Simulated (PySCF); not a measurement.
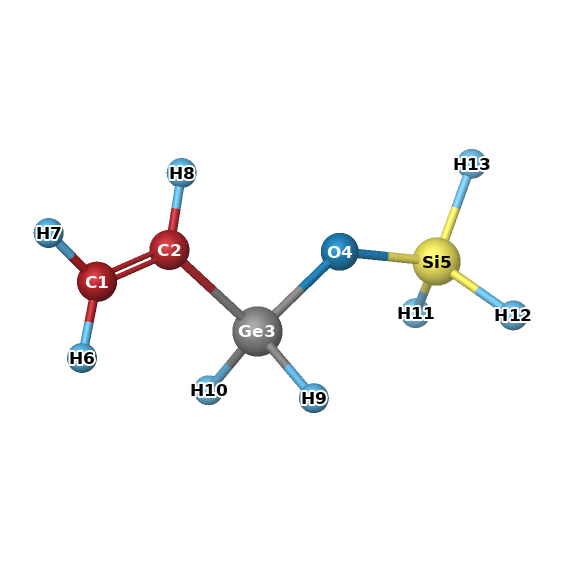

The geometry was computed by an optimisation with PBE0-D3(BJ)/def2-SVP. No frequency run is at hand to confirm it as a minimum. Level of theory: delta-SCF UKS SCAN, pcX-2 on the ionised atom, pcseg-1 elsewhere, spin-free X2C (PySCF 2.14.0).

Give the core-electron binding energies (to vacuum; p and d levels without spin–orbit splitting) of C1 1s, C2 1s, O4 1s, Si5 1s, Si5 2p.

| atom | level | binding energy (eV) |
| --- | --- | --- |
| C1 | 1s | 290.7 |
| C2 | 1s | 290.4 |
| O4 | 1s | 537.2 |
| Si5 | 1s | 1847.1 |
| Si5 | 2p | 107.4 |
